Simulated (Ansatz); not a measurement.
System: F3HOTi···HCl.

Input file:

```
crystal:
  periodic: [false, false, false]
  atoms:
    - { symbol: Ti, position_ang: [-0.99687, -0.192691, -0.467653] }
    - { symbol: Cl, position_ang: [2.697112, -1.079887, 0.493691] }
    - { symbol: F, position_ang: [-0.287254, -0.879285, -1.881601] }
    - { symbol: F, position_ang: [-1.328652, -1.390861, 0.730736] }
    - { symbol: F, position_ang: [-2.517541, 0.50801, -0.902497] }
    - { symbol: H, position_ang: [2.168656, 0.122966, 0.490339] }
    - { symbol: O, position_ang: [0.268581, 1.334916, 0.316863] }
    - { symbol: H, position_ang: [-0.003932, 1.576733, 1.220121] }
basis:
  gaussian: { orbitals: def2-SVP }
hamiltonian:
  xc: b3lyp
relax:
  f_tol: 0.03
  max_steps: 50
output:
  orbitals: {}
```

Run with:

```sh
ansatz run input.yaml --threads 2 --pin off --max-ram 3072MiB --backend cpu --events-out ev --progress --plain --runs-dir out
```

The fields are those of the relaxed geometry.

The calculation used RKS B3LYP/def2-SVP in Ansatz 0.2.0.

Q: Predict the electron density and electron localisation function between the atoms.

A: O7···H6 (1.99 Å): the density falls to about 0.17 e/Å³ on the way; the ELF dips to about 0.10 between them.
Ti–F (1.74 Å): ρ at the midpoint is about 1.1 e/Å³; the ELF peaks at about 0.85 in the valence shell of F, 0.5 Å from its nucleus, and drops to about 0.25 between the two atoms.
Ti–O (1.79 Å): ρ at the midpoint is about 1 e/Å³; the ELF peaks at about 0.85 in the valence shell of O, 0.5 Å from its nucleus, and drops to about 0.20 between the two atoms.
O–H (0.97 Å): ρ at the midpoint is about 3.6 e/Å³; the ELF climbs to about 1 towards the hydrogen, as it does in any bond to H: an ordinary covalent bond to hydrogen.

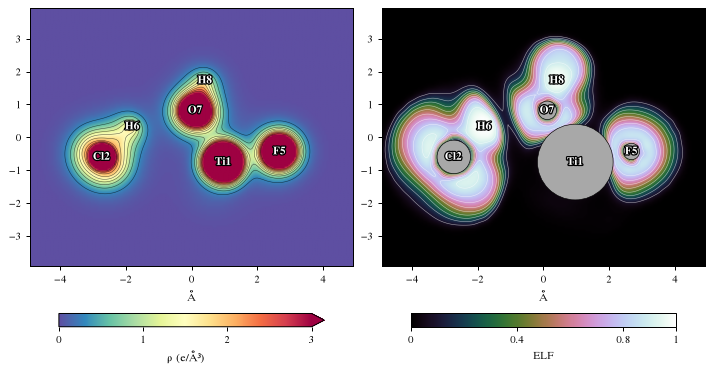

Computed electron density and electron localisation function on the plane of atoms F5, Ti1 and O7, in this order. Grey discs cover the atomic cores in the ELF map. 
